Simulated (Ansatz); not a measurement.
**KLi (Lithium Potassium): levels of theory compared**

We compute a comparison of 6 runs (BLYP/def2-TZVP, PBE0/def2-TZVP, revPBE/def2-TZVP, RPA@PBE/def2-TZVP, BCCD(T)/def2-TZVP, CCSD(T)/def2-TZVP) of KLi (Lithium Potassium). 

The calculation is run with Ansatz 0.2.0.

38 further runs of the same task are left out: 38 set aside as unsound or not needed.

**1. The structure to begin with**

The species is KLi (2 atoms), meant as a singlet with charge 0. SMILES: `[Li][K]`. The Li1–K2 distance was set to 4.251 Å, away from the relaxed value.

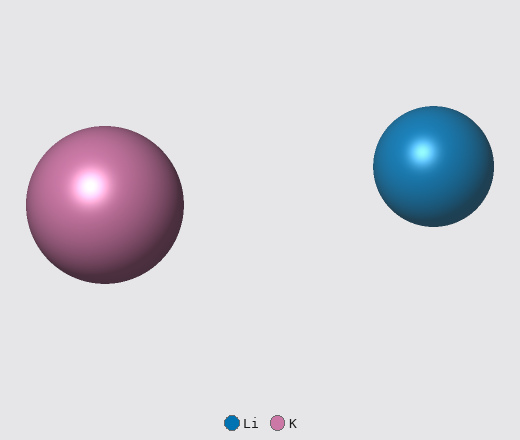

The structure, seen from a chosen angle (lithium blue, potassium pink).

**2. The energy at BLYP/def2-TZVP (run 1)**

Input file job.yaml:

```yaml
crystal:
  periodic: [false, false, false]
  atoms:
    - symbol: Li
      position_ang: [0.000000, 0.000000, -0.981000]
    - symbol: K
      position_ang: [0.000000, 0.000000, 3.270000]
basis:
  gaussian:
    orbitals: def2-TZVP
hamiltonian:
  xc: {name: BLYP}
accuracy: high
output: {orbitals: {seedname: orbitals}}
```

Launch:

```console
$ ansatz run job.yaml --threads 1 --pin off --max-ram 3480MiB --events-out events.jsonl --progress --plain --runs-dir runs
```

Standard output:

```text
Warning: RAYON_NUM_THREADS=1 ignored (pool sized by the plan → 1); use --threads N
Functional definition: BLYP
  name "BLYP"
  parameter beta = 0.0042
  parameter a = 0.04918
  parameter b = 0.132
  parameter c = 0.2533
  parameter d = 0.349
  exchange = b88_x(beta = beta)
  correlation = lyp_c(a = a, b = b, c = c, d = d)
805 factors; integrals over basis functions are off by at most 3.8e-9 eV
mean field evaluation 1: about -16527.9661 eV, gradient 5.5e0 eV
mean field evaluation 2: about -16524.2626 eV, gradient 1.6e1 eV
mean field evaluation 4: about -16528.3911 eV, gradient 6.6e-1 eV
mean field evaluation 8: about -16528.3940 eV, gradient 1.4e-1 eV
mean field evaluation 16: about -16528.3944 eV, gradient 7.1e-5 eV
mean field evaluation 32: about -16528.3944 eV, gradient 8.4e-9 eV
mean field -16528.39439230 eV, -607.4072905688 hartree, gradient 8.7e-8 eV, S^2 0.000000; 1 other end points of the search recorded, 0 dependent functions left out
reference -16528.39442790 eV, -607.4072918772 hartree; 11, 11 occupied and 36, 36 virtual orbitals, 805 factors
Total energy: -16528.39442790 eV, -607.4072918772 hartree
```

It took 2.6 s on 1 thread of Intel Xeon Platinum 8488C (Sapphire Rapids), shared host; peak memory 0.15 GiB.

**3. The energy at PBE0/def2-TZVP (run 2)**

Input file in.yaml:

```yaml
crystal:
  periodic: [false, false, false]
  atoms:
    - symbol: Li
      position_ang: [0.000000, 0.000000, -0.981000]
    - symbol: K
      position_ang: [0.000000, 0.000000, 3.270000]
basis:
  gaussian:
    orbitals: def2-TZVP
output: {orbitals: {seedname: orbitals}}
accuracy: high
hamiltonian:
  xc: {name: PBE0}
```

Launch:

```console
$ ansatz run in.yaml --threads 1 --pin off --max-ram 3480MiB --events-out events.jsonl --progress --plain --runs-dir runs
```

Standard output:

```text
Warning: RAYON_NUM_THREADS=1 ignored (pool sized by the plan → 1); use --threads N
Functional definition: PBE0
  name "PBE0"
  parameter a = 0.25
  parameter kappa = 0.804
  parameter beta = 0.06672455060314922
  exchange = (1 - a)*pbe_x(kappa = kappa, mu = beta*pi^2/3) + a*exact_x
  correlation = pbe_c(beta = beta)
805 factors; integrals over basis functions are off by at most 3.8e-9 eV
mean field evaluation 1: about -16523.1802 eV, gradient 4.2e0 eV
mean field evaluation 2: about -16523.0879 eV, gradient 5.0e0 eV
mean field evaluation 4: about -16523.3436 eV, gradient 5.6e-1 eV
mean field evaluation 8: about -16523.3454 eV, gradient 4.5e-2 eV
mean field evaluation 16: about -16523.3455 eV, gradient 3.4e-6 eV
mean field -16523.34545233 eV, -607.2217454472 hartree, gradient 5.5e-8 eV, S^2 0.000000; 0 other end points of the search recorded, 0 dependent functions left out
reference -16523.34545457 eV, -607.2217455296 hartree; 11, 11 occupied and 36, 36 virtual orbitals, 805 factors
Total energy: -16523.34545457 eV, -607.2217455296 hartree
```

Run time: 3.3 s. Hardware: 1 thread of Intel Xeon Platinum 8488C (Sapphire Rapids), shared host; peak memory 0.15 GiB.

Runs 3 to 5 aren't shown in full; the table further down has their settings and results.

**4. A single-point energy at CCSD(T)/def2-TZVP (run 6)**

Input file molecule.yaml:

```yaml
crystal:
  periodic: [false, false, false]
  atoms:
    - {symbol: Li, position_ang: [0.000000, 0.000000, -0.981000]}
    - {symbol: K, position_ang: [0.000000, 0.000000, 3.270000]}
basis:
  gaussian:
    orbitals: def2-TZVP
magnetization:
  spin_polarized: false
  initial_magnetization: 0
correlation:
  method: ccsd_t
  frozen_orbitals: {K: 5, Li: 0}
accuracy: high
scf:
  omitted_lower_state_checks: [cluster_reference, increment]
```

Launch:

```console
$ ansatz run molecule.yaml --threads 1 --pin off --max-ram 3480MiB --events-out events.jsonl --progress --plain --runs-dir runs
```

Standard output, cut to the lines that bear on the results:

```text
Warning: RAYON_NUM_THREADS=1 ignored (pool sized by the plan → 1); use --threads N
Functional definition: HF
  name "HF"
[...]
805 factors; integrals over basis functions are off by at most 3.8e-9 eV
[...]
mean field -16505.87289187 eV, -606.5796406936 hartree, gradient 2.5e-8 eV, S^2 0.000000; 0 other end points of the search recorded, 0 dependent functions left out; unrestricted orbitals would lower it
5 core orbitals not correlated: weight in the atoms' cores, before any rotation towards them, 1.000 or more for the frozen orbitals, at most 0.000 for the correlated occupied ones
reference -16505.87289187 eV, -606.5796406936 hartree; 6, 6 occupied and 36, 36 virtual orbitals, 805 factors
second order -5.54682636 eV of doubles, -0.00000000 eV of singles
cycle   1  -6.02628034 eV  change   -4.8e-1 eV  update   9.0e-2
[...]
cycle  27  -6.22128835 eV  change  -2.6e-10 eV  update  6.9e-10
perturbative correction -0.09321863 eV, -0.0034257214 hartree
Total energy: -16512.18739885 eV, -606.8116945451 hartree
Checks for a lower state left out: cluster_reference, increment
```

Wall time 1.2 s (1 thread of Intel Xeon Platinum 8488C (Sapphire Rapids), shared host); peak memory 0.13 GiB.

**5. Overview of the runs**

```
run              level  frozen core orbitals  energy (Eh)  wall time
  1     BLYP/def2-TZVP                     –  -607.407292      2.6 s
  2     PBE0/def2-TZVP                     –  -607.221746      3.3 s
  3   revPBE/def2-TZVP                     –  -607.313162      3.3 s
  4  RPA@PBE/def2-TZVP                     5  -606.931827      6.6 s
  5  BCCD(T)/def2-TZVP                     5  -606.811714      3.3 s
  6  CCSD(T)/def2-TZVP                     5  -606.811695      1.2 s
```

**6. Results**

```
                                          quantity          value
                               run 6: total energy  -606.81169 Eh
run 6: correlation energy (5 core orbitals frozen)     -232.1 mEh
                             run 6: (T) correction      -3.43 mEh
                              run 6: T1 diagnostic          0.021
```

What this shows: Over runs 1, 2, 3 the HOMO–LUMO gap runs from 0.71 eV (BLYP/def2-TZVP) to 1.57 eV (PBE0/def2-TZVP). Totals of different functionals can't be ranked against each other. In runs 4, 5, 6 the log says that unrestricted orbitals would lower the reference, so the values rest on an unstable closed-shell determinant (other closed-shell runs at this shape may share the fault). All runs together took 20 s, the longest 6.6 s.
